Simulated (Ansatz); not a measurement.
# TiC (Fm-3m): the Drude term of Re ε in the infrared

Re ε of TiC (Fm-3m) at low photon energies is read from one computed spectrum; the carriers' damping was typed as γ = 0.03 eV.

Cell: a, b, c = 3.054, 3.054, 3.054 Å (primitive vectors), 2 atoms.

Method: Ansatz 0.2.0, PBE, independent particles, k-mesh 14×14×14 with interpolation inside its cells, Gaussian parameter 0.1 eV.

Launch of the response step: `ansatz run input.yaml --threads 4 --pin off --max-ram 8192MiB --backend cpu --events-out ev --progress --plain --runs-dir out`. The run took 8 s, on 4 threads of Intel(R) Xeon(R) Platinum 8375C CPU @ 2.90GHz (Ice Lake), on a shared host.

| photon energy E (eV) | wavelength (µm) | Re ε |
| --- | --- | --- |
| 0.25 | 4.96 | -149.8 |
| 0.30 | 4.13 | -96.6 |
| 0.35 | 3.54 | -65.4 |
| 0.40 | 3.10 | -44.7 |
| 0.50 | 2.48 | ? |
| 0.60 | 2.07 | -8.3 |
| 0.70 | 1.77 | -3.2 |

A Drude term over a constant background gives Re ε = ε_b − ωp²/(E² + γ²), linear in 1/(E² + γ²).

Working, on the rows shown:

| x = 1/(E² + γ²) (eV⁻²) | y = Re ε |
| --- | --- |
| 15.7729 | -149.8 |
| 11.0011 | -96.6 |
| 8.10373 | -65.4 |
| 6.21504 | -44.7 |
| 2.77085 | -8.3 |
| 2.03707 | -3.2 |

Means: x̄ = 7.6501, ȳ = -61.333. Σ(x − x̄)(y − ȳ) = -1448, Σ(x − x̄)² = 134.8. Slope = -1448 / 134.8 = -10.74; intercept = ȳ − slope · x̄ = 20.826. The line misses the rows shown by at most 2.1.

Q: Predict the last column of the withheld row from the fit.

A: At x = 3.9857 the line gives y = -21.979. The run gave -20.0, so the interpolation is off by 2, 1.3 % of the range in the table.

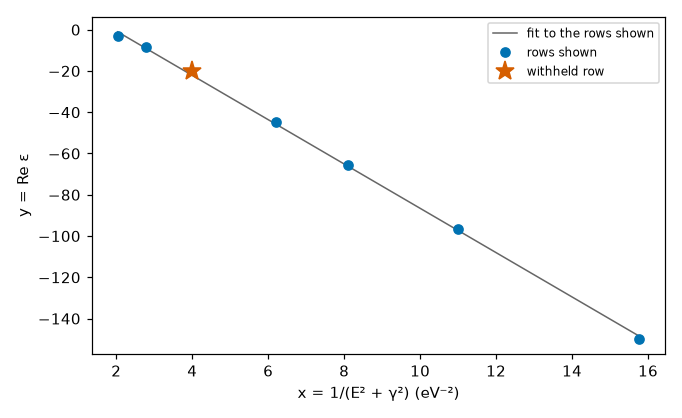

Refitted with all rows, the slope is -10.78 and the intercept 21.411. These give ωp = √(−slope) = 3.28 eV, against 3.63 eV from the program's Fermi-surface sum, and an intercept of 21.4. Taking the program's Drude term off the rows leaves 59 at the lowest energy and 24 at the highest, so the background isn't constant: interband transitions lie in or near the window, and neither fitted number can be trusted. The cell comes from an older database entry, whose edges can be off by a per cent or so. The values come from a sum over the points of one k-mesh and carry its error, which is largest for Fermi-surface quantities.
